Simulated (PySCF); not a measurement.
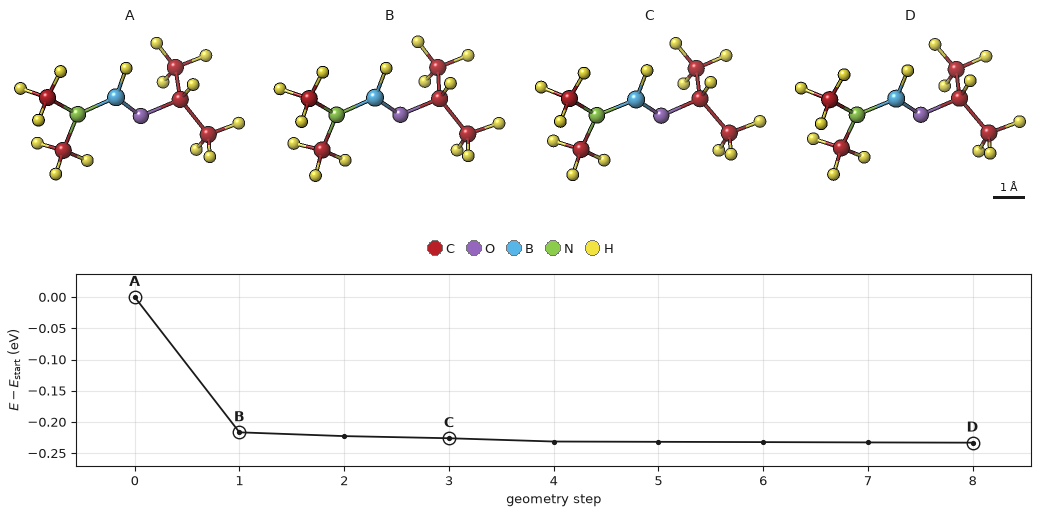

Frames of a relaxation of C$_{5}$H$_{14}$BNO, marked on the history of the run. Style: ball-and-stick. Shown at a tilt.

The start comes from GFN2-xTB. Its atoms were then displaced at random by about 0.01 Å.

These are results of PBE0-D3(BJ)/def2-SVP geometry optimisation, gas phase (PySCF 2.14.0, density-fitted response routines), not measurements. 

Q: Describe the path.

A: The largest moves after the best rigid fit, 0.24 Å, are those of H atoms. Largest moves by element: H 0.24 Å, C 0.16 Å, O 0.10 Å, B 0.05 Å, N 0.03 Å. Near-neighbour distances that change, for instance: C–H 1.055 → 1.100 Å, C–H 1.070 → 1.106 Å, C–O 1.447 → 1.415 Å, B–O 1.335 → 1.364 Å. Among the angles between lasting bonds that change: H–C–H 110.6° → 107.3°, H–C–H 111.3° → 108.2°, C–N–C 112.1° → 115.0°. The energy falls by 0.233 eV in 8 geometry steps. From step 0 to 1: the O atom moves most (0.15 Å), energy −0.217 eV. From step 1 to 3: H atoms move most (0.12 Å), energy −0.009 eV. From step 3 to 8: an H atom moves most (0.12 Å), energy −0.007 eV.

```
step  E − E(0), eV
   0        0.0000
   1       -0.2165
   2       -0.2226
   3       -0.2260
   4       -0.2313
   5       -0.2318
   6       -0.2322
   7       -0.2327
   8       -0.2331
```
